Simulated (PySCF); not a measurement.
# C6H3In (In(CCH)3): the cost of one run

Computed with PySCF 2.14.0 and routines of our own; the level stands in each step. Atoms count from 0.

### 1 The starting structure

10 atoms, charge 0, multiplicity 1; geometry from: GFN2-xTB.

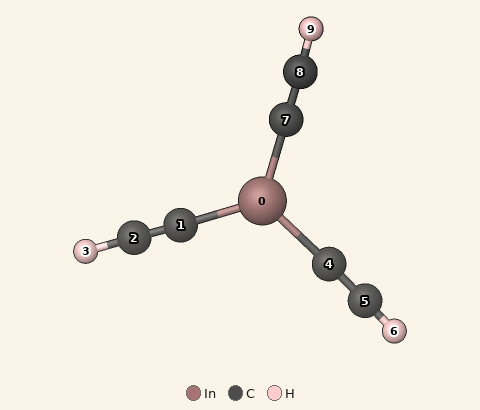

The starting geometry (indium brown, carbon dark grey, hydrogen pink); sticks join atoms by distance alone.

### 2 Geometry optimisation at PBE0-D3(BJ)/def2-SVP

Job settings and geometry (Å):

```
{"job": {"xc": "PBE0", "basis": "def2-SVP", "d3": "d3bj", "grid": 1, "maxiter": 30, "shake": 0.03, "kind": "geom"}, "charge": 0, "multiplicity": 1}
In     0.056370    -0.075020     0.001840
C      2.118500    -0.022230    -0.031300
C      3.279660    -0.023780    -0.044910
H      4.496150    -0.014170    -0.030490
C     -1.072200     1.839360    -0.025150
C     -1.667810     2.922770     0.016120
H     -2.147610     3.821480     0.036810
C     -1.033260    -1.833260    -0.017900
C     -1.686430    -2.877260     0.059910
H     -2.218720    -3.814650     0.039480
```

Command:

```sh
$ OMP_NUM_THREADS=1 python heavy_run.py task.json out
```

One launch serves the whole session: the jobs run in the order shown.

**Question.** How long does this first job take on 1 thread of Arm Neoverse V2, shared host, and how much memory does it need?

About 57 s, with a peak of 0.48 GiB.
